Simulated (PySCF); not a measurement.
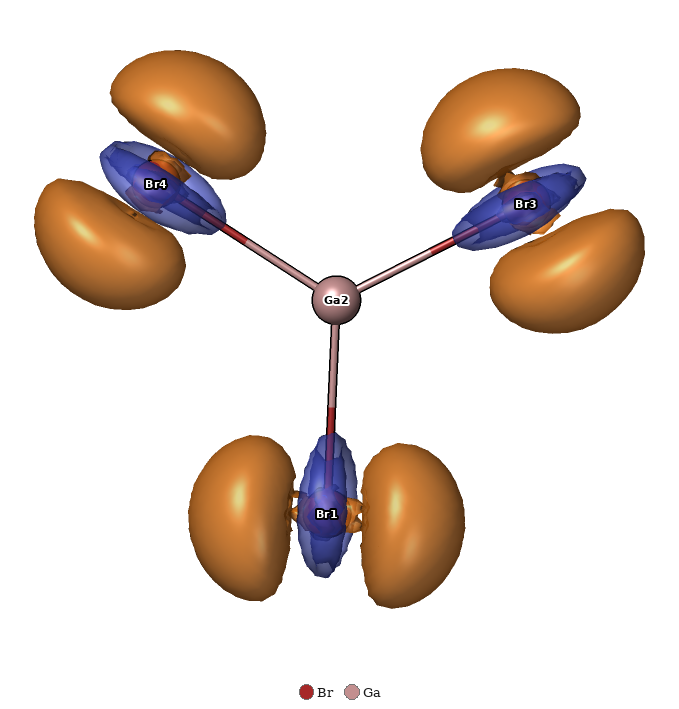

Figure. Br3Ga, SMILES `Br[Ga](Br)Br`. Fukui function f⁻ = ρ(N) − ρ(N−1) at fixed geometry, surfaces at ±0.02 e/Å³ (orange positive, blue negative).

Computed with PySCF, B3LYP/def2-SVPD, geometry: GFN2-xTB. No frequency check shows the geometry to be a minimum. GFN2-xTB bond lengths at metals and heavier atoms can be off by up to 0.1 Å and shapes distorted, which carries into these values.

Cartesian coordinates (Å):

```
Br1      1.5894   -1.6543    0.0000
Ga2     -0.0013    0.0000    0.0000
Br3      0.6385    2.2033    0.0000
Br4     -2.2268   -0.5490    0.0000
```

**On which atoms does the density change most on removal of an electron?**

f⁻ (Hirshfeld-condensed) is largest on Br1, Br3 and Br4 (0.31 each); the vertical ionisation energy is 10.47 eV (the stability of the cation's solution wasn't checked). Condensed values hint at sites of electrophilic attack but needn't mark the atom that reacts. Orbital relaxation makes it negative in places (0.10 e in all).

```csv
atom,f⁻,charge
Br1,+0.31,−0.13
Ga2,+0.08,+0.40
Br3,+0.31,−0.13
Br4,+0.30,−0.13
```
